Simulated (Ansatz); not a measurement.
# Run report: C5H10O3, saddle-point search (part 1 of 2)

The run: saddle-point search of C5H10O3. Method and program: HF/LANL2DZ, RHF (Ansatz 0.2.0).

The starting geometry was optimised with HF/LANL2DZ. Figures and captions count atoms from 1; the log counts them from 0 in places.

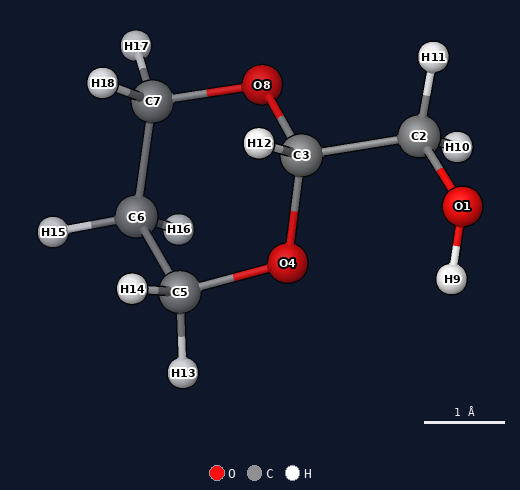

Fig. 1: The input geometry (ball-and-stick view, seen at a tilt; atoms are numbered from 1 in the order of the input). Bond lengths as drawn: C–C 1.51 to 1.53 Å, C–H 1.08 to 1.09 Å, C–O 1.42 to 1.45 Å and H–O 0.95 Å.

## Input
```yaml
crystal:
  periodic: [false, false, false]
  atoms:
    - {symbol: O, position_ang: [3.148258, -0.179053, -0.059571]}
    - {symbol: C, position_ang: [2.131452, 0.586215, 0.596808]}
    - {symbol: C, position_ang: [0.786748, -0.093860, 0.458364]}
    - {symbol: O, position_ang: [0.500424, -0.196694, -0.938534]}
    - {symbol: C, position_ang: [-0.814233, -0.711567, -1.249765]}
    - {symbol: C, position_ang: [-1.878725, 0.140006, -0.548405]}
    - {symbol: C, position_ang: [-1.550642, 0.247459, 0.945339]}
    - {symbol: O, position_ang: [-0.188304, 0.700947, 1.115349]}
    - {symbol: H, position_ang: [2.961564, -0.300495, -0.987017]}
    - {symbol: H, position_ang: [2.059877, 1.583933, 0.185434]}
    - {symbol: H, position_ang: [2.410995, 0.646968, 1.634382]}
    - {symbol: H, position_ang: [0.794185, -1.093569, 0.885301]}
    - {symbol: H, position_ang: [-0.904004, -0.672486, -2.322164]}
    - {symbol: H, position_ang: [-0.872543, -1.748939, -0.930974]}
    - {symbol: H, position_ang: [-2.860778, -0.298880, -0.685965]}
    - {symbol: H, position_ang: [-1.887228, 1.130498, -0.984066]}
    - {symbol: H, position_ang: [-2.168831, 0.972961, 1.445953]}
    - {symbol: H, position_ang: [-1.668206, -0.713463, 1.439532]}
basis:
  gaussian:
    orbitals: LANL2DZ.json
hamiltonian:
  xc: hf
saddle:
  max_steps: 80
  final_atoms:
    - {symbol: O, position_ang: [3.233036, -0.313318, 0.187378]}
    - {symbol: C, position_ang: [2.142729, 0.555634, 0.531708]}
    - {symbol: C, position_ang: [0.797592, -0.123946, 0.360015]}
    - {symbol: O, position_ang: [0.445665, -0.134963, -1.015360]}
    - {symbol: C, position_ang: [-0.875407, -0.645206, -1.297465]}
    - {symbol: C, position_ang: [-1.913918, 0.164290, -0.513191]}
    - {symbol: C, position_ang: [-1.525777, 0.188870, 0.969520]}
    - {symbol: O, position_ang: [-0.155125, 0.623754, 1.115612]}
    - {symbol: H, position_ang: [3.469680, -0.927736, 0.875377]}
    - {symbol: H, position_ang: [2.199327, 1.394272, -0.139242]}
    - {symbol: H, position_ang: [2.226068, 0.904012, 1.552642]}
    - {symbol: H, position_ang: [0.814025, -1.148952, 0.729589]}
    - {symbol: H, position_ang: [-1.006410, -0.555044, -2.362309]}
    - {symbol: H, position_ang: [-0.917826, -1.697935, -1.028458]}
    - {symbol: H, position_ang: [-2.901377, -0.267539, -0.634277]}
    - {symbol: H, position_ang: [-1.938152, 1.176743, -0.894242]}
    - {symbol: H, position_ang: [-2.119951, 0.887091, 1.534496]}
    - {symbol: H, position_ang: [-1.631373, -0.798465, 1.412750]}
```

Machine: 4 threads of Arm Neoverse V1, 24 GiB of memory available, shared host.

Launched with:
```bash
ansatz run molecule.yaml --threads 4 --pin off --max-ram 12180MiB --events-out events.jsonl --progress --plain --runs-dir runs
```

## What the program printed
```
Functional definition: HF
  name "HF"
  exchange = exact_x
  correlation = 0
1388 factors; integrals over basis functions are off by at most 3.0e-4 eV
mean field evaluation 1: about -11413.7796 eV, gradient 4.3e1 eV
mean field evaluation 2: about -11413.7914 eV, gradient 4.3e1 eV
mean field evaluation 4: about -11418.3692 eV, gradient 4.4e0 eV
mean field evaluation 8: about -11418.4281 eV, gradient 6.5e-2 eV
mean field -11418.42808707 eV, -419.6194925112 hartree, gradient 1.9e-5 eV, S^2 0.000000; 0 other end points of the search recorded, 0 dependent functions left out
the calculation of the forces begins
reference -11418.42808707 eV, -419.6194925112 hartree; 32, 32 occupied and 60, 60 virtual orbitals, 1388 factors
1388 factors; integrals over basis functions are off by at most 3.0e-4 eV
mean field evaluation 16: about -11418.1484 eV, gradient 4.4e0 eV
mean field -11418.20932685 eV, -419.6114532214 hartree, gradient 2.2e-5 eV, S^2 0.000000; 0 other end points of the search recorded, 0 dependent functions left out
[... from here on the field's lines of each further geometry are left out, up to the last ...]
saddle end point (first): F+E_penalty+E_count = -11418.42808707 eV  max|allowed force component| = 4.437e-3 eV/Å  (28 SCF iters)
saddle end point (last): F+E_penalty+E_count = -11418.20932685 eV  max|allowed force component| = 5.314e-3 eV/Å  (35 SCF iters)
saddle step   1: F+E_penalty+E_count = -11418.10354292 eV  max|allowed force component| = 1.034e0 eV/Å  curvature = -1.1765 eV/Å²  mode residual = 4.62e0 eV/Å² (by the climb's estimate)  Δτ_max = 0.0000 Å  (0 rotations, 1 force calls, 35 SCF iters)  cluster: 3 rotations left out, max|force component along them| = 4.262e-8 eV/Å
saddle step   2: F+E_penalty+E_count = -11418.12354951 eV  max|allowed force component| = 2.404e0 eV/Å  curvature = +1.3437 eV/Å²  mode residual = 6.29e0 eV/Å² (by the climb's estimate)  Δτ_max = 0.0819 Å  (0 rotations, 1 force calls, 26 SCF iters)  cluster: 3 rotations left out, max|force component along them| = 4.106e-8 eV/Å
saddle step   3: F+E_penalty+E_count = -11418.13920984 eV  max|allowed force component| = 8.970e-1 eV/Å  curvature = +0.3539 eV/Å²  mode residual = 1.19e0 eV/Å² (by the climb's estimate)  Δτ_max = 0.0535 Å  (0 rotations, 1 force calls, 27 SCF iters)  cluster: 3 rotations left out, max|force component along them| = 4.078e-8 eV/Å
saddle step   4: F+E_penalty+E_count = -11418.17765430 eV  max|allowed force component| = 4.679e-1 eV/Å  curvature = +0.3692 eV/Å²  mode residual = 9.11e-1 eV/Å² (by the climb's estimate)  Δτ_max = 0.0491 Å  (0 rotations, 1 force calls, 27 SCF iters)  cluster: 3 rotations left out, max|force component along them| = 4.149e-8 eV/Å
saddle step   5: F+E_penalty+E_count = -11418.17445923 eV  max|allowed force component| = 2.587e-1 eV/Å  curvature = +0.1546 eV/Å²  mode residual = 4.97e-1 eV/Å² (by the climb's estimate)  Δτ_max = 0.0737 Å  (0 rotations, 1 force calls, 27 SCF iters)  cluster: 3 rotations left out, max|force component along them| = 4.478e-8 eV/Å
saddle step   6: F+E_penalty+E_count = -11418.16554055 eV  max|allowed force component| = 6.579e-1 eV/Å  curvature = +1.0482 eV/Å²  mode residual = 2.76e0 eV/Å² (by the climb's estimate)  Δτ_max = 0.0442 Å  (0 rotations, 1 force calls, 27 SCF iters)  cluster: 3 rotations left out, max|force component along them| = 3.695e-8 eV/Å
saddle step   7: F+E_penalty+E_count = -11418.17580690 eV  max|allowed force component| = 2.681e-1 eV/Å  curvature = -0.3217 eV/Å²  mode residual = 7.54e-1 eV/Å² (by the climb's estimate)  Δτ_max = 0.0300 Å  (0 rotations, 1 force calls, 27 SCF iters)  cluster: 3 rotations left out, max|force component along them| = 4.419e-8 eV/Å
saddle step   8: F+E_penalty+E_count = -11418.17569159 eV  max|allowed force component| = 2.956e-1 eV/Å  curvature = -0.1058 eV/Å²  mode residual = 2.20e-1 eV/Å² (by the climb's estimate)  Δτ_max = 0.0177 Å  (0 rotations, 1 force calls, 27 SCF iters)  cluster: 3 rotations left out, max|force component along them| = 4.280e-8 eV/Å
saddle step   9: F+E_penalty+E_count = -11418.17578713 eV  max|allowed force component| = 3.140e-1 eV/Å  curvature = -0.0024 eV/Å²  mode residual = 5.99e-3 eV/Å² (by the climb's estimate)  Δτ_max = 0.0300 Å  (0 rotations, 1 force calls, 27 SCF iters)  cluster: 3 rotations left out, max|force component along them| = 3.926e-8 eV/Å
saddle step  10: F+E_penalty+E_count = -11418.17627824 eV  max|allowed force component| = 4.109e-1 eV/Å  curvature = +0.1307 eV/Å²  mode residual = 3.26e-1 eV/Å² (by the climb's estimate)  Δτ_max = 0.0300 Å  (0 rotations, 1 force calls, 27 SCF iters)  cluster: 3 rotations left out, max|force component along them| = 3.800e-8 eV/Å
saddle step  11: F+E_penalty+E_count = -11418.17824022 eV  max|allowed force component| = 4.394e-1 eV/Å  curvature = +0.1616 eV/Å²  mode residual = 4.30e-1 eV/Å² (by the climb's estimate)  Δτ_max = 0.0300 Å  (0 rotations, 1 force calls, 27 SCF iters)  cluster: 3 rotations left out, max|force component along them| = 3.571e-8 eV/Å
saddle step  12: F+E_penalty+E_count = -11418.18115479 eV  max|allowed force component| = 3.461e-1 eV/Å  curvature = +0.0684 eV/Å²  mode residual = 2.07e-1 eV/Å² (by the climb's estimate)  Δτ_max = 0.0300 Å  (0 rotations, 1 force calls, 27 SCF iters)  cluster: 3 rotations left out, max|force component along them| = 3.269e-8 eV/Å
saddle step  13: F+E_penalty+E_count = -11418.18247344 eV  max|allowed force component| = 1.253e-1 eV/Å  curvature = +0.1984 eV/Å²  mode residual = 4.15e-1 eV/Å² (by the climb's estimate)  Δτ_max = 0.0139 Å  (0 rotations, 1 force calls, 28 SCF iters)  cluster: 3 rotations left out, max|force component along them| = 3.271e-8 eV/Å
saddle step  14: F+E_penalty+E_count = -11418.18214167 eV  max|allowed force component| = 6.244e-2 eV/Å  curvature = -0.2945 eV/Å²  mode residual = 5.18e-1 eV/Å² (by the climb's estimate)  Δτ_max = 0.0300 Å  (0 rotations, 1 force calls, 27 SCF iters)  cluster: 3 rotations left out, max|force component along them| = 3.338e-8 eV/Å
saddle step  15: F+E_penalty+E_count = -11418.18230709 eV  max|allowed force component| = 3.253e-2 eV/Å  curvature = -0.2949 eV/Å² (error put at 0.0026; -0.2972 at half of saddle.amplitude)  mode residual = 4.87e-1 eV/Å²  Δτ_max = 0.0167 Å  (1 rotations, 18 force calls, 413 SCF iters)  cluster: 3 rotations left out, max|force component along them| = 3.513e-8 eV/Å
saddle search: the rotation starts from a random direction (saddle.seed = 0)
saddle search: the force at step 16 is within saddle.f_tol, and the search now checks the order of the point unasked, since it climbed between two end points, along a mode that its own estimate gave (saddle.final_atoms): at most 100 rotations across the mode and 206 force calls, two more next to a line or behind a second negative curvature, two more where it reads a positive, two for each turn that reads one and six more at each negative that it reads, and up to 22 at one that stands (24 where saddle.amplitude is under 0.005 Å), over each length that the point is read over (saddle.order_check: false declines the check)
the calculation of the forces begins
reference -11418.18241440 eV, -419.6104642073 hartree; 32, 32 occupied and 60, 60 virtual orbitals, 1388 factors
1388 factors; integrals over basis functions are off by at most 2.9e-4 eV
mean field evaluation 768: about -11413.3781 eV, gradient 4.3e1 eV
mean field -11418.18241736 eV, -419.6104643159 hartree, gradient 2.3e-5 eV, S^2 0.000000; 1 other end points of the search recorded, 0 dependent functions left out
the calculation of the forces begins
reference -11418.18241736 eV, -419.6104643159 hartree; 32, 32 occupied and 60, 60 virtual orbitals, 1388 factors
saddle step  16: F+E_penalty+E_count = -11418.18241736 eV  max|allowed force component| = 5.444e-3 eV/Å  curvature = -0.2890 eV/Å² (error put at 0.0026; -0.2913 at half of saddle.amplitude)  mode residual = 4.69e-1 eV/Å²  Δτ_max = 0.0147 Å  (1 rotations, 72 force calls, 1648 SCF iters)  order check (unasked): positive, curvature across the mode = +0.1238 eV/Å²; +0.0715 less its residual, +0.0711 less it at half of saddle.amplitude; error put at 0.0005 (62 force calls)  cluster: 3 rotations left out, max|force component along them| = 3.540e-8 eV/Å
saddle search: converged on a point 0.246 eV over the first end point and 0.027 eV over the last (a height may lie 1.6e-4 eV lower or 1.6e-4 eV higher, as its energies on support functions err as they are read and their second-order corrections leave open); that the paths down from it lead to those two is not shown, since the search did not follow them: a relaxation from the point displaced along its mode, and one against it, show where they lead (saddle.final_atoms)
Total energy: -11418.18241736 eV, -419.6104643159 hartree
Atom 0 at     3.223298    -0.108027    -0.089236 Å, force    -0.002994     0.005444     0.001378 eV/Å
Atom 1 at     2.137398     0.583278     0.545571 Å, force     0.003154    -0.001821    -0.000343 eV/Å
Atom 2 at     0.794370    -0.092099     0.342669 Å, force     0.000150     0.000202    -0.000349 eV/Å
Atom 3 at     0.457600    -0.088166    -1.037563 Å, force    -0.000749     0.000547     0.000186 eV/Å
Atom 4 at    -0.871578    -0.569083    -1.339566 Å, force     0.000070     0.000305    -0.000052 eV/Å
Atom 5 at    -1.904811     0.235714    -0.544033 Å, force     0.000111    -0.000554     0.000217 eV/Å
Atom 6 at    -1.529612     0.218104     0.941682 Å, force     0.000205    -0.000070    -0.000540 eV/Å
Atom 7 at    -0.156399     0.640609     1.105963 Å, force     0.000270    -0.000764    -0.000094 eV/Å
Atom 8 at     3.123008    -1.053719    -0.136856 Å, force    -0.001137    -0.002324     0.000273 eV/Å
Atom 9 at     2.104208     1.567408     0.111932 Å, force     0.000463    -0.001562     0.000910 eV/Å
Atom 10 at     2.318278     0.664735     1.608592 Å, force    -0.000056     0.000636    -0.000983 eV/Å
Atom 11 at     0.803670    -1.126088     0.694075 Å, force    -0.000024    -0.000134    -0.000193 eV/Å
Atom 12 at    -0.992564    -0.451385    -2.402788 Å, force    -0.000121    -0.000492    -0.000177 eV/Å
Atom 13 at    -0.932511    -1.627208    -1.095590 Å, force    -0.000285     0.000174     0.000258 eV/Å
Atom 14 at    -2.896478    -0.179688    -0.685260 Å, force    -0.000040     0.000131    -0.000225 eV/Å
Atom 15 at    -1.911958     1.257547    -0.899514 Å, force    -0.000009    -0.000214    -0.000226 eV/Å
Atom 16 at    -2.121036     0.906971     1.520322 Å, force     0.000698     0.000402     0.000114 eV/Å
Atom 17 at    -1.644876    -0.778924     1.359600 Å, force     0.000294     0.000094    -0.000154 eV/Å
Dipole moment:    -0.914971    -0.584409     0.156408 e Å
```

## Trajectory as extended XYZ (Å, eV, eV/Å), 16 frames, from step=1 to step=16
```
18
Properties=species:S:1:pos:R:3:forces:R:3 step=1 energy=-11418.10354
O     3.2199   -0.1919    0.0047    1.0338   0.0753  -0.2034
C     2.1524    0.5720    0.5461   -0.1881   0.3797   0.2995
C     0.7854   -0.0523    0.3818   -0.3216  -0.2150  -0.0660
O     0.4568   -0.0321   -1.0043    0.0415  -0.3038  -0.0043
C    -0.8513   -0.5488   -1.3330   -0.1676   0.0025  -0.0220
C    -1.9189    0.2181   -0.5450    0.2272   0.0947  -0.0330
C    -1.5460    0.2027    0.9428   -0.1642   0.1918   0.0117
O    -0.1855    0.6738    1.1257   -0.0111   0.0942   0.0267
H     3.1271   -1.0871   -0.2897   -0.6677  -0.0792   0.0184
H     2.1683    1.5285    0.0472   -0.1096  -0.0556  -0.0112
H     2.3650    0.7301    1.5921   -0.2055  -0.0352   0.1051
H     0.7577   -1.0755    0.7570    0.1768  -0.1427  -0.2352
H    -0.9631   -0.4221   -2.3964    0.0288  -0.0142  -0.0058
H    -0.8999   -1.6092   -1.0984    0.1084  -0.0232  -0.0181
H    -2.8992   -0.2193   -0.6987    0.0256  -0.0229   0.0324
H    -1.9443    1.2404   -0.8986   -0.0390   0.0173   0.0393
H    -2.1687    0.8711    1.5126    0.0523   0.0235   0.0475
H    -1.6555   -0.7984    1.3540    0.1800   0.0128   0.0183
18
Properties=species:S:1:pos:R:3:forces:R:3 step=2 energy=-11418.12355
O     3.2091   -0.1832    0.0057    1.0863   2.4039   0.5837
C     2.1377    0.5834    0.5522   -0.1804  -0.1361   0.0164
C     0.7885   -0.0762    0.3567   -0.0706   0.1380   0.0719
O     0.4612   -0.0643   -1.0282    0.0868  -0.0747   0.0267
C    -0.8576   -0.5602   -1.3435   -0.0398   0.0389   0.0858
C    -1.9014    0.2276   -0.5413   -0.0854  -0.0177   0.0003
C    -1.5311    0.2147    0.9471    0.0677  -0.0157  -0.0087
O    -0.1654    0.6614    1.1142    0.0458  -0.0798  -0.0794
H     3.0728   -1.0526   -0.2391   -0.7590  -2.2748  -0.6295
H     2.1413    1.5391    0.0571   -0.0440   0.0160  -0.0031
H     2.3063    0.7264    1.6090   -0.0243  -0.0172   0.0124
H     0.7908   -1.1098    0.7077   -0.0058   0.0072  -0.0137
H    -0.9746   -0.4349   -2.4066   -0.0216   0.0110   0.0143
H    -0.9044   -1.6212   -1.1089   -0.0204   0.0040   0.0005
H    -2.8863   -0.2039   -0.6810   -0.0138   0.0056  -0.0172
H    -1.9275    1.2506   -0.8930    0.0135  -0.0149  -0.0091
H    -2.1358    0.8894    1.5297   -0.0085  -0.0091  -0.0448
H    -1.6237   -0.7865    1.3622   -0.0264   0.0153  -0.0066
18
Properties=species:S:1:pos:R:3:forces:R:3 step=3 energy=-11418.13921
O     3.2183   -0.1870    0.0027    0.8970   0.2540  -0.0965
C     2.1499    0.5777    0.5487   -0.2006   0.2348   0.2097
C     0.7882   -0.0582    0.3752   -0.2484  -0.1326  -0.0303
O     0.4601   -0.0438   -1.0105    0.0364  -0.2184  -0.0020
C    -0.8525   -0.5523   -1.3347   -0.1297  -0.0024  -0.0235
C    -1.9141    0.2207   -0.5443    0.1712   0.0656  -0.0154
C    -1.5409    0.2053    0.9431   -0.1185   0.1393   0.0122
O    -0.1791    0.6700    1.1218    0.0037   0.0528  -0.0017
H     3.0976   -1.0812   -0.2768   -0.5656  -0.2297  -0.0477
H     2.1600    1.5348    0.0526   -0.0791  -0.0336  -0.0082
H     2.3489    0.7289    1.5983   -0.1404  -0.0257   0.0815
H     0.7707   -1.0844    0.7434    0.1230  -0.1020  -0.1582
H    -0.9659   -0.4257   -2.3978    0.0222  -0.0111  -0.0039
H    -0.9020   -1.6129   -1.1005    0.0741  -0.0157  -0.0107
H    -2.8957   -0.2147   -0.6948    0.0196  -0.0163   0.0214
H    -1.9387    1.2431   -0.8976   -0.0269   0.0115   0.0274
H    -2.1591    0.8753    1.5159    0.0378   0.0175   0.0343
H    -1.6457   -0.7958    1.3552    0.1242   0.0119   0.0117
18
Properties=species:S:1:pos:R:3:forces:R:3 step=4 energy=-11418.17765
O     3.2248   -0.1688   -0.0105    0.4679   0.2336   0.0174
C     2.1485    0.5834    0.5528   -0.1593   0.1645   0.1186
C     0.7934   -0.0684    0.3676   -0.1249  -0.1081  -0.0135
O     0.4656   -0.0657   -1.0175    0.0061  -0.1088  -0.0130
C    -0.8551   -0.5600   -1.3349   -0.0694  -0.0170  -0.0348
C    -1.9074    0.2248   -0.5443    0.1184   0.0404  -0.0097
C    -1.5347    0.2095    0.9425   -0.0807   0.0773   0.0046
O    -0.1698    0.6615    1.1157    0.0094   0.0439  -0.0016
H     3.0537   -1.0636   -0.2637   -0.2935  -0.2603  -0.1059
H     2.1459    1.5464    0.0702   -0.0501  -0.0016  -0.0022
H     2.3306    0.7173    1.6082   -0.0485  -0.0172   0.0429
H     0.7891   -1.0977    0.7294    0.0623  -0.0512  -0.0679
H    -0.9699   -0.4349   -2.3981    0.0193  -0.0093  -0.0023
H    -0.9110   -1.6201   -1.0992    0.0457  -0.0067  -0.0031
H    -2.8921   -0.2047   -0.6927    0.0159  -0.0080   0.0149
H    -1.9263    1.2468   -0.8987   -0.0174   0.0084   0.0175
H    -2.1456    0.8848    1.5166    0.0292   0.0126   0.0285
H    -1.6399   -0.7905    1.3564    0.0695   0.0074   0.0095
```
